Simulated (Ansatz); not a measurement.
# C₂H₂Cl₂FSi radical: geometry and vibrations

The task is to find a stationary geometry of C₂H₂Cl₂FSi radical, check the end point by its vibrations and derive ideal-gas thermochemistry, and look at its orbitals and charge.

Program: Ansatz 0.2.0, Gaussian basis. Level of theory: UKS PBE0-D4/def2-TZVP. These are calculated values, not measurements.

Plan: relaxation at PBE-D4/def2-SVP; relaxation at PBE0-D4/def2-TZVP; harmonic vibrations at the same level; a single point in def2-TZVPP for the fields.

## (1) Where the work starts

SMILES `[CH]=C[Si](F)(Cl)Cl`, 8 atoms, charge 0, spin multiplicity 2.

Atoms are counted from 1 here; the program's logs count them from 0.

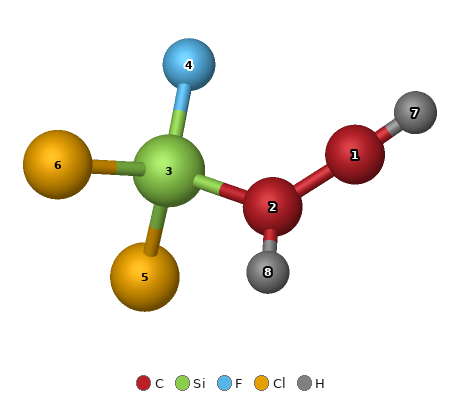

As it starts; carbon red, silicon green, fluorine blue, chlorine amber, hydrogen grey; atoms are numbered from 1 in the order of the file.

The start is a force-field geometry with small random shifts, so a cheaper pass at PBE-D4/def2-SVP comes first.

## (2) Geometry optimisation, PBE-D4/def2-SVP (cheap first pass)

The input, in.yaml:

```yaml
crystal:
  periodic: [false, false, false]
  atoms:
    - {symbol: C, position_ang: [1.052500, -1.406400, 0.501100]}
    - {symbol: C, position_ang: [-0.117200, -0.827200, 0.097500]}
    - {symbol: Si, position_ang: [-0.304200, 0.941900, -0.240600]}
    - {symbol: F, position_ang: [1.160900, 1.751500, 0.012600]}
    - {symbol: Cl, position_ang: [-0.917000, 1.088300, -2.168500]}
    - {symbol: Cl, position_ang: [-1.774100, 1.611800, 0.979500]}
    - {symbol: H, position_ang: [1.948800, -1.800600, 0.814400]}
    - {symbol: H, position_ang: [-0.957500, -1.416500, -0.051800]}
basis:
  gaussian: {orbitals: def2-SVP}
magnetization: {spin_polarized: true, initial_magnetization: 1}
hamiltonian: {xc: pbe, dispersion: d4}
relax: {f_tol: 0.03, max_steps: 200}
```

The run is started by

```sh
$ ansatz run in.yaml --threads 2 --pin off --events-out ev --progress --plain --max-ram 32768MiB --backend cpu
```

Log, shortened:

```text
Functional definition: PBE
  name "PBE"
  cite "Perdew, Burke & Ernzerhof, Phys. Rev. Lett. 77, 3865 (1996) doi:10.1103/PhysRevLett.77.3865"
  parent pbe
[...]
1166 factors; their error is unknown
[...]
mean field -37713.84928648 eV, -1385.9583979130 hartree, gradient 3.2e-5 eV, S^2 0.761923; 0 other end points of the search recorded, 0 dependent functions left out
[...]
reference -37713.84931627 eV, -1385.9583990078 hartree; 36, 35 occupied and 70, 71 virtual orbitals, 1166 factors
relax step   1: F+E_penalty+E_count = -37714.11898886 eV  Δ(F+E_penalty+E_count) = +0.000e0 eV  max|allowed force component| = 5.116e0 eV/Å  Δτ_max = 0.0000 Å  (33 SCF iters, accepted)
[...]
relax step   4: F+E_penalty+E_count = -37714.57158247 eV  Δ(F+E_penalty+E_count) = -5.295e-3 eV  max|allowed force component| = 3.931e-1 eV/Å  Δτ_max = 0.0516 Å  (34 SCF iters, accepted)
[...]
relax step   7: F+E_penalty+E_count = -37714.63592259 eV  Δ(F+E_penalty+E_count) = -4.686e-2 eV  max|allowed force component| = 7.620e-1 eV/Å  Δτ_max = 0.1951 Å  (35 SCF iters, accepted)
[...]
relax step  10: F+E_penalty+E_count = -37714.76761876 eV  Δ(F+E_penalty+E_count) = -2.482e-2 eV  max|allowed force component| = 2.353e-1 eV/Å  Δτ_max = 0.0963 Å  (34 SCF iters, accepted)
[...]
relax step  11: F+E_penalty+E_count = -37714.76963154 eV  Δ(F+E_penalty+E_count) = -2.013e-3 eV  max|allowed force component| = 9.645e-2 eV/Å  Δτ_max = 0.0328 Å  (31 SCF iters, accepted)
[...]
relax step  12: F+E_penalty+E_count = -37714.77190246 eV  Δ(F+E_penalty+E_count) = -2.271e-3 eV  max|allowed force component| = 2.460e-2 eV/Å  Δτ_max = 0.0199 Å  (36 SCF iters, accepted)
1166 factors; their error is unknown
mean field -37714.50394953 eV, -1385.9824563363 hartree, gradient 1.4e-5 eV, S^2 0.758595; 1 other end points of the search recorded, 0 dependent functions left out
[...]
reference -37714.50397945 eV, -1385.9824574358 hartree; 36, 35 occupied and 70, 71 virtual orbitals, 1166 factors
Total energy: -37714.77193238 eV, -1385.9923045242 hartree
Atom 0 at     0.959592    -1.535177     0.491054 Å, force     0.024600    -0.000462     0.010656 eV/Å
Atom 1 at    -0.187488    -1.002343     0.110638 Å, force    -0.022445     0.008465    -0.007863 eV/Å
Atom 2 at    -0.288310     0.829007    -0.223139 Å, force    -0.003618    -0.007615     0.004500 eV/Å
Atom 3 at     1.167653     1.492959     0.076845 Å, force    -0.005317    -0.010534    -0.000245 eV/Å
Atom 4 at    -0.767803     1.219324    -2.187512 Å, force     0.000725     0.001711    -0.001463 eV/Å
Atom 5 at    -1.670169     1.743434     0.999968 Å, force     0.005111     0.003956     0.000523 eV/Å
Atom 6 at     1.985301    -1.194510     0.694247 Å, force    -0.010787     0.000841    -0.003656 eV/Å
Atom 7 at    -1.106577    -1.609895    -0.017904 Å, force     0.011731     0.003639    -0.002453 eV/Å
Dipole moment:     0.009815    -0.249360     0.042226 e Å
```

Run time: 58 s. Hardware: 2 threads, shared host.

Step by step:

```tsv
step	energy from step 1 (eV)	largest force component (eV/Å)
1	0.0000	5.1164
2	-0.3897	1.4260
3	-0.4473	0.5177
4	-0.4526	0.3931
5	-0.4621	0.2492
6	-0.4701	0.3161
7	-0.5169	0.7620
8	-0.5238	2.0184
9	-0.6238	0.7600
10	-0.6486	0.2353
11	-0.6506	0.0964
12	-0.6529	0.0246
```

Distances of close pairs at the start and the end, largest changes first:

```tsv
bond	before (Å)	after (Å)	change (Å)
C2–H8	1.037	1.109	+0.072
C1–H7	1.028	1.100	+0.072
Si3–F4	1.693	1.628	-0.065
C2–Si3	1.811	1.864	+0.053
C1–C2	1.366	1.321	-0.045
Si3–Cl6	2.024	2.060	+0.035
Si3–Cl5	2.028	2.059	+0.031
```

## (3) Relaxation at PBE0-D4/def2-TZVP

The input, in.yaml:

```yaml
crystal:
  periodic: [false, false, false]
  atoms:
    - {symbol: C, position_ang: [0.959592, -1.535177, 0.491054]}
    - {symbol: C, position_ang: [-0.187488, -1.002343, 0.110638]}
    - {symbol: Si, position_ang: [-0.288310, 0.829007, -0.223139]}
    - {symbol: F, position_ang: [1.167653, 1.492959, 0.076845]}
    - {symbol: Cl, position_ang: [-0.767803, 1.219324, -2.187512]}
    - {symbol: Cl, position_ang: [-1.670169, 1.743434, 0.999968]}
    - {symbol: H, position_ang: [1.985301, -1.194510, 0.694247]}
    - {symbol: H, position_ang: [-1.106577, -1.609895, -0.017904]}
basis:
  gaussian: {orbitals: def2-TZVP}
magnetization: {spin_polarized: true, initial_magnetization: 1}
hamiltonian: {xc: pbe0, dispersion: d4}
relax: {f_tol: 0.005, max_steps: 150}
```

The run is started by

```sh
$ ansatz run in.yaml --threads 2 --pin off --events-out ev --progress --plain --max-ram 32768MiB --backend cuda --devices 0, --max-vram 18GiB
```

Log, shortened:

```text
Functional definition: PBE0
  name "PBE0"
  cite "Adamo & Barone, J. Chem. Phys. 110, 6158 (1999) doi:10.1063/1.478522"
  cite "Perdew, Burke & Ernzerhof, Phys. Rev. Lett. 77, 3865 (1996) doi:10.1103/PhysRevLett.77.3865"
  parent pbe
[...]
1408 factors; their error is unknown
[...]
mean field -37734.87354786 eV, -1386.7310252678 hartree, gradient 2.5e-5 eV, S^2 0.764678; 0 other end points of the search recorded, 0 dependent functions left out
[...]
reference -37734.87357814 eV, -1386.7310263806 hartree; 36, 35 occupied and 180, 181 virtual orbitals, 1408 factors
relax step   1: F+E_penalty+E_count = -37735.10280157 eV  Δ(F+E_penalty+E_count) = +0.000e0 eV  max|allowed force component| = 1.322e0 eV/Å  Δτ_max = 0.0000 Å  (37 SCF iters, accepted)
[...]
reference -37734.95271894 eV, -1386.7339347513 hartree; 36, 35 occupied and 180, 181 virtual orbitals, 1408 factors
Total energy: -37735.18405407 eV, -1386.7424361606 hartree
Atom 0 at     0.944520    -1.517072     0.493256 Å, force     0.000414    -0.000273     0.000122 eV/Å
Atom 1 at    -0.182734    -0.990251     0.102746 Å, force    -0.000103    -0.000286     0.000022 eV/Å
Atom 2 at    -0.278761     0.821510    -0.221559 Å, force    -0.000097     0.000705    -0.000236 eV/Å
Atom 3 at     1.138060     1.470163     0.057618 Å, force    -0.000057    -0.000093    -0.000127 eV/Å
Atom 4 at    -0.771630     1.208647    -2.151727 Å, force     0.000011    -0.000061     0.000153 eV/Å
Atom 5 at    -1.628767     1.726034     0.994030 Å, force     0.000173     0.000002     0.000117 eV/Å
Atom 6 at     1.948768    -1.178539     0.708088 Å, force    -0.000150     0.000189     0.000159 eV/Å
Atom 7 at    -1.077257    -1.597693    -0.038256 Å, force    -0.000190    -0.000182    -0.000210 eV/Å
Dipole moment:     0.014512    -0.252914     0.045371 e Å
```

Wall time 43 s (1 × H100 (card shared with other runs) with 2 threads, shared host); peak host memory 0.92 GiB.

Along the way: (the energy doesn't fall at every step)

```tsv
step	energy from step 1 (eV)	largest force component (eV/Å)
1	0.0000	1.3221
2	-0.0671	0.7808
3	-0.0801	0.2104
4	-0.0811	0.0309
5	-0.0811	0.0127
6	-0.0812	0.0063
7	-0.0812	0.0024
8	-0.0812	0.0052
9	-0.0656	0.9029
10	-0.0812	0.0007
```

The force was under the threshold of 0.005 eV/Å already at step 7, but the program went on to step 10.

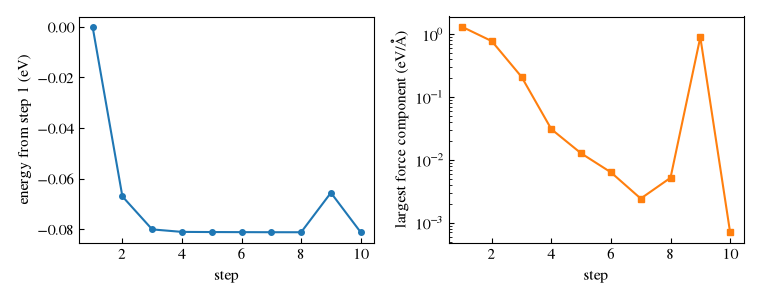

Energy and force, step by step.

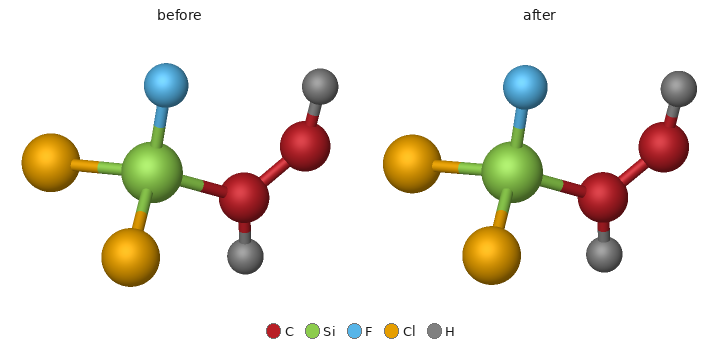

The geometry before (left) and after (right).

Close pairs (by a distance rule), those that changed most:

```tsv
bond	before (Å)	after (Å)	change (Å)
Si3–F4	1.628	1.583	-0.045
Si3–Cl6	2.060	2.029	-0.030
Si3–Cl5	2.059	2.029	-0.030
C2–Si3	1.864	1.843	-0.021
C2–H8	1.109	1.090	-0.019
C1–H7	1.100	1.081	-0.018
C1–C2	1.321	1.304	-0.017
```

Mulliken charges of the relaxed molecule (report file):

```tsv
atom	value (e)
C1	-0.14
C2	-0.28
Si3	0.75
F4	-0.27
Cl5	-0.20
Cl6	-0.20
H7	0.18
H8	0.16
```

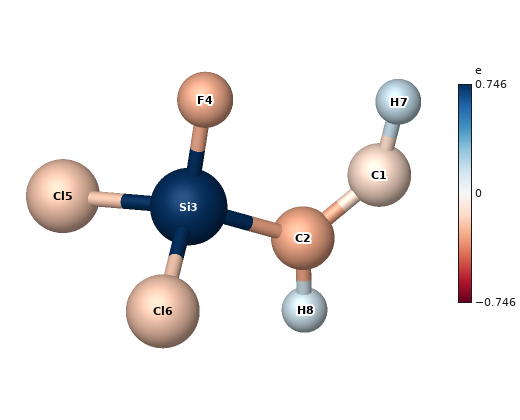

Mulliken charges of the relaxed molecule (report file), as colours on the atoms.

## (4) Harmonic vibrations

The input, in.yaml:

```yaml
crystal:
  periodic: [false, false, false]
  atoms:
    - {symbol: C, position_ang: [0.944520, -1.517072, 0.493256]}
    - {symbol: C, position_ang: [-0.182734, -0.990251, 0.102746]}
    - {symbol: Si, position_ang: [-0.278761, 0.821510, -0.221559]}
    - {symbol: F, position_ang: [1.138060, 1.470163, 0.057618]}
    - {symbol: Cl, position_ang: [-0.771630, 1.208647, -2.151727]}
    - {symbol: Cl, position_ang: [-1.628767, 1.726034, 0.994030]}
    - {symbol: H, position_ang: [1.948768, -1.178539, 0.708088]}
    - {symbol: H, position_ang: [-1.077257, -1.597693, -0.038256]}
basis:
  gaussian: {orbitals: def2-TZVP}
magnetization: {spin_polarized: true, initial_magnetization: 1}
hamiltonian: {xc: pbe0, dispersion: d4}
phonons: {temperatures: {t_min: 298.15, t_max: 900, t_step: 200}}
```

Same command.

Log, shortened:

```text
Functional definition: PBE0
  name "PBE0"
  cite "Adamo & Barone, J. Chem. Phys. 110, 6158 (1999) doi:10.1063/1.478522"
  cite "Perdew, Burke & Ernzerhof, Phys. Rev. Lett. 77, 3865 (1996) doi:10.1103/PhysRevLett.77.3865"
  parent pbe
[...]
1408 factors; their error is unknown
[...]
mean field -37734.95268739 eV, -1386.7339335920 hartree, gradient 7.7e-5 eV, S^2 0.763146; 0 other end points of the search recorded, 0 dependent functions left out
[...]
reference -37734.95271747 eV, -1386.7339346972 hartree; 36, 35 occupied and 180, 181 virtual orbitals, 1408 factors
[...]
1408 factors; their error is unknown
mean field -37734.95243447 eV, -1386.7339242973 hartree, gradient 2.2e-6 eV, S^2 0.763310; 0 other end points of the search recorded, 0 dependent functions left out
[...]
reference -37734.95246455 eV, -1386.7339254027 hartree; 36, 35 occupied and 180, 181 virtual orbitals, 1408 factors
[...]
Atom 0 at     0.944520    -1.517072     0.493256 Å, force     0.000425    -0.000275     0.000162 eV/Å
Atom 1 at    -0.182734    -0.990251     0.102746 Å, force    -0.000128    -0.000292    -0.000008 eV/Å
Atom 2 at    -0.278761     0.821510    -0.221559 Å, force    -0.000125     0.000713    -0.000084 eV/Å
Atom 3 at     1.138060     1.470163     0.057618 Å, force    -0.000090    -0.000095    -0.000142 eV/Å
Atom 4 at    -0.771630     1.208647    -2.151727 Å, force    -0.000013    -0.000022     0.000042 eV/Å
Atom 5 at    -1.628767     1.726034     0.994030 Å, force     0.000244    -0.000028     0.000080 eV/Å
Atom 6 at     1.948768    -1.178539     0.708088 Å, force    -0.000145     0.000179     0.000161 eV/Å
Atom 7 at    -1.077257    -1.597693    -0.038256 Å, force    -0.000168    -0.000181    -0.000211 eV/Å
Dipole moment:     0.014511    -0.252914     0.045371 e Å
Vibrations: 64.51 151.68 160.21 176.74 263.50 272.26 343.65 518.25 587.30 652.40 730.32 865.48 893.32 934.32 1159.19 1649.20 3121.50 3251.95 cm⁻¹, zero-point energy 0.979214 eV
```

Wall time 1.7 min (1 × H100 (card shared with other runs) with 2 threads, shared host); peak host memory 0.91 GiB.

Motions are named by where the mode's potential energy lies. The modes, unscaled (a negative number is an imaginary wavenumber):

```tsv
mode	cm⁻¹	motion
1	65	torsion
2	152	bend
3	160	bend
4	177	bend with torsion
5	263	bend
6	272	torsion with bend
7	344	bend with Si–Cl stretch
8	518	Si–Cl stretch
9	587	Si–Cl stretch with torsion
10	652	torsion with Si–Cl stretch
11	730	Si–C stretch
12	865	bend
13	893	torsion
14	934	Si–F stretch
15	1159	bend
16	1649	C–C stretch
17	3122	C–H stretch
18	3252	C–H stretch
```

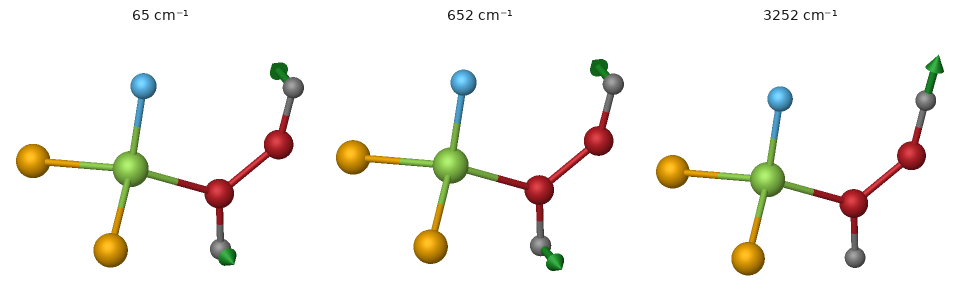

Displacements of 3 modes, as arrows.

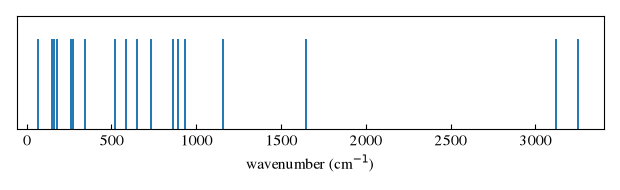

The harmonic wavenumbers as sticks (no intensities were computed).

Ideal gas, rigid rotor and harmonic oscillator at 298.15 K and 1 bar, with symmetry number 1:

```tsv
term	value
zero-point energy	94.5 kJ/mol
H(298) − E	116.9 kJ/mol
entropy, electronic degeneracy	5.8 J/(mol K)
entropy, translation	170.8 J/(mol K)
entropy, rotation	120.3 J/(mol K)
entropy, vibration	77.4 J/(mol K)
entropy, total	374.3 J/(mol K)
```

## (5) A single point for the fields

Edit in.yaml of step 4 so:

```diff
@@ -12,5 +12,5 @@
 basis:
-  gaussian: {orbitals: def2-TZVP}
+  gaussian: {orbitals: def2-TZVPP}
 magnetization: {spin_polarized: true, initial_magnetization: 1}
 hamiltonian: {xc: pbe0, dispersion: d4}
-phonons: {temperatures: {t_min: 298.15, t_max: 900, t_step: 200}}
+output: {orbitals: {seedname: orbitals}}
```

The run is started by

```sh
$ ansatz run in.yaml --threads 2 --pin off --events-out ev --progress --plain --max-ram 32768MiB --backend cpu
```

Log:

```text
Functional definition: PBE0
  name "PBE0"
  cite "Adamo & Barone, J. Chem. Phys. 110, 6158 (1999) doi:10.1063/1.478522"
  cite "Perdew, Burke & Ernzerhof, Phys. Rev. Lett. 77, 3865 (1996) doi:10.1103/PhysRevLett.77.3865"
  parent pbe
  parameter a = 0.25
  parameter kappa = 0.804
  parameter beta = 0.06672455060314922
  exchange = (1 - a)*pbe_x(kappa = kappa, mu = beta*pi^2/3) + a*exact_x
  correlation = pbe_c(beta = beta)
1575 factors; their error is unknown
mean field evaluation 1: about -37729.1325 eV, gradient 3.7e1 eV
mean field evaluation 2: about -37726.6976 eV, gradient 4.5e1 eV
mean field evaluation 4: about -37734.8591 eV, gradient 2.5e0 eV
mean field evaluation 8: about -37734.8844 eV, gradient 2.1e-1 eV
mean field evaluation 16: about -37734.9791 eV, gradient 4.3e-3 eV
mean field -37734.97912130 eV, -1386.7349050202 hartree, gradient 2.0e-5 eV, S^2 0.763132; 0 other end points of the search recorded, 0 dependent functions left out
reference -37734.97915141 eV, -1386.7349061269 hartree; 36, 35 occupied and 211, 212 virtual orbitals, 1575 factors
Total energy: -37735.21048655 eV, -1386.7434075365 hartree
```

Run time: 25 s. Hardware: 2 threads, shared host; peak memory 1.1 GiB.

The fields below are evaluated on a grid from the run's orbitals.

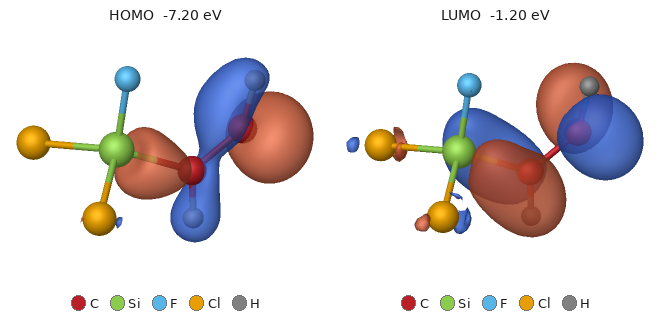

PBE0-D4/def2-TZVPP orbitals (alpha spin) near the gap, drawn at the value that encloses 70 % of each; the two colours are the two signs.

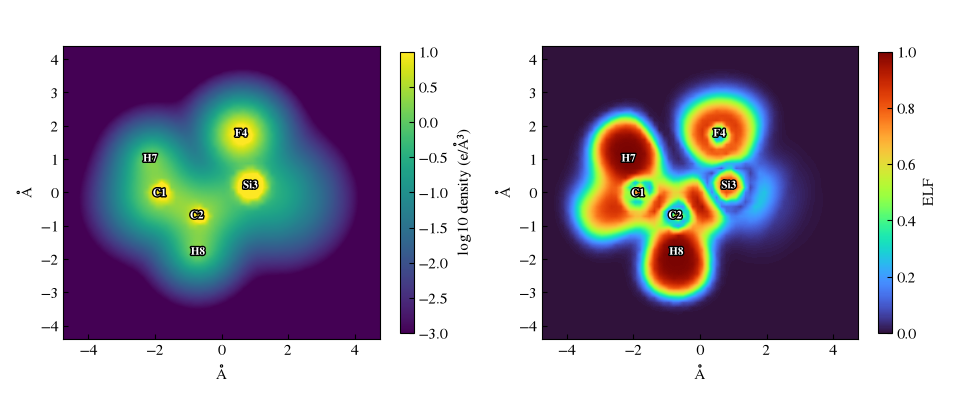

Density (left) and ELF (right) in a plane through or near 6 of the atoms.

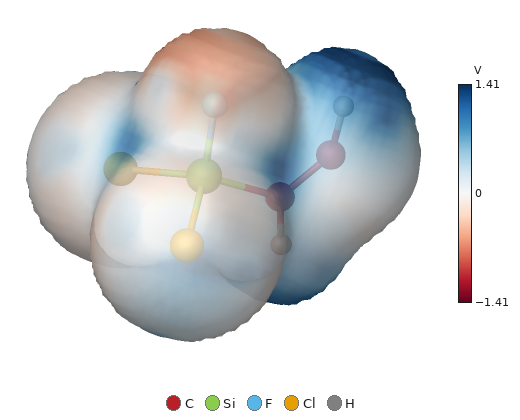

The potential that a unit positive charge feels on the 0.002 e/bohr³ surface, from the 1st to the 99th percentile, from -0.57 V near F4 to 1.41 V near H7.

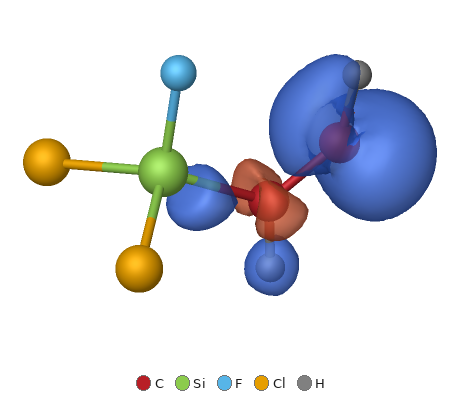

Spin density at ±0.04 e/Å³ (alpha excess blue, beta excess red).

## (6) Outcome

| quantity | value |
| --- | --- |
| point group | Cs |
| steps | 12 + 10 |
| shift from the start (rms) | 0.289 Å |
| total energy | -37735.1841 eV |
| dispersion term | -231 meV |
| dipole moment | 1.24 D |
| lowest, highest wavenumber | 65, 3252 cm⁻¹ |
| zero-point energy | 94.5 kJ/mol |
| entropy at 298.15 K | 374.3 J/(mol K) |
| HOMO, LUMO (alpha spin) | -7.20, -1.20 eV |

The atoms moved 0.29 Å (rms) from the start; the bond that changed most is Si3–F4, from 1.693 to 1.583 Å. No mode is imaginary: a true minimum at this level. The stiffest mode, 3252 cm⁻¹, is a C–H stretch, and 4 modes under 200 cm⁻¹ make the vibrational entropy uncertain. Harmonic hybrid wavenumbers usually lie a few per cent above measured fundamentals. The largest Mulliken charge, +0.75 e, sits on Si3. The alpha HOMO lies mostly on C1 57 %; H7 11 % and the LUMO on C1, C2 about 32 % each; H7 10 %. The unpaired spin sits mainly on C1 70 %; C2 9 % (beta excess).
